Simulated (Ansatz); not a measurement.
# N2H3 (hydrazinyl radical) at 6 levels

Aim: a comparison of 6 runs (U-revPBE/STO-3G, UBLYP/STO-3G, RPA@PBE/STO-3G, UMP2/STO-3G, UCCSDTQ/STO-3G, UCCSD(T)/STO-3G) of N2H3 (hydrazinyl radical). 

Program for the calculation: Ansatz 0.2.0.

34 further runs of the same task are left out: 34 set aside as unsound or not needed.

## 1. The system as given

The species is N2H3 (5 atoms), meant as a doublet with charge 0. As SMILES, `[NH]N`. The H3–N1 distance was set to 2.040 Å, away from the relaxed value. At this shape a bond of the SMILES string is far longer than usual.

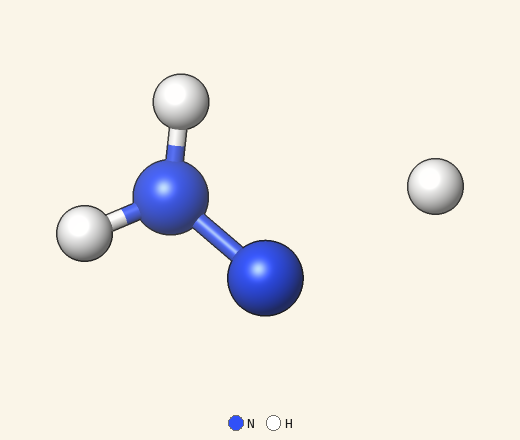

Viewed from a chosen angle; nitrogen blue, hydrogen white.

## 2. The energy at U-revPBE/STO-3G (run 1)

File input.yaml:

```yaml
crystal:
  periodic: [false, false, false]
  atoms:
    - {symbol: "N", position_ang: [-1.101708, -0.621806, 0.063423]}
    - {symbol: "N", position_ang: [-1.053008, 0.435644, -0.749717]}
    - {symbol: H, position_ang: [0.751750, -0.989150, 0.831090]}
    - {symbol: H, position_ang: [-1.969808, 0.761474, -1.022537]}
    - {symbol: H, position_ang: [-0.334188, 1.148524, -0.657607]}
basis:
  gaussian: {orbitals: STO-3G}
magnetization: {spin_polarized: true, initial_magnetization: 1}
hamiltonian: {xc: {name: revPBE}}
accuracy: high
```

Command:

```sh
$ ansatz run input.yaml --threads 1 --pin off --max-ram 2610MiB --events-out events.jsonl --progress --plain --runs-dir runs
```

Standard output:

```text
Warning: RAYON_NUM_THREADS=1 ignored (pool sized by the plan → 1); use --threads N
Functional definition: revPBE
  name "revPBE"
  parameter kappa = 1.245
  parameter beta = 0.06672455060314922
  exchange = pbe_x(kappa = kappa, mu = beta*pi^2/3)
  correlation = pbe_c(beta = beta)
208 factors; integrals over basis functions are off by at most 1.2e-8 eV
mean field evaluation 1: about -2978.1665 eV, gradient 1.6e1 eV
mean field evaluation 2: about -2966.4956 eV, gradient 2.6e1 eV
mean field evaluation 4: about -2977.9668 eV, gradient 1.7e1 eV
mean field evaluation 8: about -2980.2555 eV, gradient 1.2e1 eV
mean field evaluation 16: about -2981.9942 eV, gradient 6.9e-2 eV
mean field evaluation 32: about -2981.3138 eV, gradient 4.0e0 eV
mean field -2982.12361442 eV, -109.5910214740 hartree, gradient 5.8e-8 eV, S^2 1.372925; 4 other end points of the search recorded, 0 dependent functions left out
reference -2982.12361671 eV, -109.5910215582 hartree; 9, 8 occupied and 4, 5 virtual orbitals, 208 factors
Total energy: -2982.12361671 eV, -109.5910215582 hartree
```

Run time: 3.6 s. Hardware: 1 thread of Arm Neoverse V1, shared host; peak memory 0.11 GiB.

## 3. The energy at UBLYP/STO-3G (run 2)

Changes to input.yaml since step 2:

```diff
@@ -1 +1,4 @@
+basis:
+  gaussian:
+    orbitals: STO-3G
 crystal:
@@ -8,6 +11,7 @@
     - {symbol: H, position_ang: [-0.334188, 1.148524, -0.657607]}
-basis:
-  gaussian: {orbitals: STO-3G}
-magnetization: {spin_polarized: true, initial_magnetization: 1}
-hamiltonian: {xc: {name: revPBE}}
+magnetization:
+  spin_polarized: true
+  initial_magnetization: 1
+hamiltonian:
+  xc: {name: BLYP}
 accuracy: high
```

Command:

```sh
$ ansatz run input.yaml --threads 1 --pin off --max-ram 2610MiB --events-out events.jsonl --progress --plain --runs-dir runs
```

Standard output:

```text
Warning: RAYON_NUM_THREADS=1 ignored (pool sized by the plan → 1); use --threads N
Functional definition: BLYP
  name "BLYP"
  parameter beta = 0.0042
  parameter a = 0.04918
  parameter b = 0.132
  parameter c = 0.2533
  parameter d = 0.349
  exchange = b88_x(beta = beta)
  correlation = lyp_c(a = a, b = b, c = c, d = d)
208 factors; integrals over basis functions are off by at most 1.2e-8 eV
mean field evaluation 1: about -2977.1972 eV, gradient 1.7e1 eV
mean field evaluation 2: about -2965.8727 eV, gradient 2.7e1 eV
mean field evaluation 4: about -2977.0187 eV, gradient 1.7e1 eV
mean field evaluation 8: about -2980.4308 eV, gradient 7.2e0 eV
mean field evaluation 16: about -2981.0777 eV, gradient 1.9e-8 eV
mean field evaluation 32: about -2980.8945 eV, gradient 1.2e-2 eV
mean field -2981.07768479 eV, -109.5525842692 hartree, gradient 2.7e-8 eV, S^2 1.075287; 3 other end points of the search recorded, 0 dependent functions left out
reference -2981.07771926 eV, -109.5525855356 hartree; 9, 8 occupied and 4, 5 virtual orbitals, 208 factors
Total energy: -2981.07771926 eV, -109.5525855356 hartree
```

Run time: 2.2 s. Hardware: 1 thread of Arm Neoverse V1, shared host; peak memory 0.11 GiB.

Runs 3 to 5 aren't shown in full; the table further down has their settings and results.

## 4. A single-point energy at UCCSD(T)/STO-3G (run 6)

File run.yaml:

```yaml
crystal:
  periodic: [false, false, false]
  atoms:
    - symbol: "N"
      position_ang: [-1.101708, -0.621806, 0.063423]
    - symbol: "N"
      position_ang: [-1.053008, 0.435644, -0.749717]
    - symbol: H
      position_ang: [0.751750, -0.989150, 0.831090]
    - symbol: H
      position_ang: [-1.969808, 0.761474, -1.022537]
    - symbol: H
      position_ang: [-0.334188, 1.148524, -0.657607]
basis:
  gaussian:
    orbitals: STO-3G
magnetization:
  spin_polarized: true
  initial_magnetization: 1
correlation:
  method: ccsd_t
  frozen_orbitals: {H: 0, "N": 1}
accuracy: high
scf:
  omitted_lower_state_checks: [cluster_reference, increment]
```

Command:

```sh
$ ansatz run run.yaml --threads 1 --pin off --max-ram 2610MiB --events-out events.jsonl --progress --plain --runs-dir runs
```

Standard output:

```text
Warning: RAYON_NUM_THREADS=1 ignored (pool sized by the plan → 1); use --threads N
[... 15 lines left out ...]
2 core orbitals not correlated: weight in the atoms' cores, before any rotation towards them, 1.000 or more for the frozen orbitals, at most 0.000 for the correlated occupied ones
[... 58 lines left out ...]
Total energy: -2969.73882738 eV, -109.1358889451 hartree
Checks for a lower state left out: cluster_reference, increment
```

Run time: 0.3 s. Hardware: 1 thread of Arm Neoverse V1, shared host.

## 5. All runs side by side

| run | level | frozen core orbitals | energy (Eh) | ⟨S²⟩ | wall time |
| --- | --- | --- | --- | --- | --- |
| 1 | U-revPBE/STO-3G | – | -109.591022 | 1.373 | 3.6 s |
| 2 | UBLYP/STO-3G | – | -109.552586 | 1.075 | 2.2 s |
| 3 | RPA@PBE/STO-3G | 2 | -109.185033 | 1.374 | 4.2 s |
| 4 | UMP2/STO-3G | 2 | -109.105838 | 1.689 | 0.16 s |
| 5 | UCCSDTQ/STO-3G | 2 | -109.137869 | 1.689 | 42 s |
| 6 | UCCSD(T)/STO-3G | 2 | -109.135889 | 1.689 | 0.3 s |

## 6. Outcome

```
                                          quantity          value
                               run 6: total energy  -109.13589 Eh
run 6: correlation energy (2 core orbitals frozen)      -90.1 mEh
                             run 6: (T) correction      -1.82 mEh
          run 6: ⟨S²⟩ of the reference determinant          1.689
                              run 6: T1 diagnostic          0.038
```

What this shows: Totals of different functionals can't be ranked against each other. In runs 1, 2, 3, 4, 5, 6 the basis is minimal, so the values are rough. Spin contamination of the reference: run 4 ⟨S²⟩ = 1.69, run 5 ⟨S²⟩ = 1.69, run 6 ⟨S²⟩ = 1.69, run 3 ⟨S²⟩ = 1.37, run 1 ⟨S²⟩ = 1.37, run 2 ⟨S²⟩ = 1.08. Where it is this large, the reference is a mixture of spin states, and values that rest on it are in doubt. All runs together took 52 s, the longest 42 s.
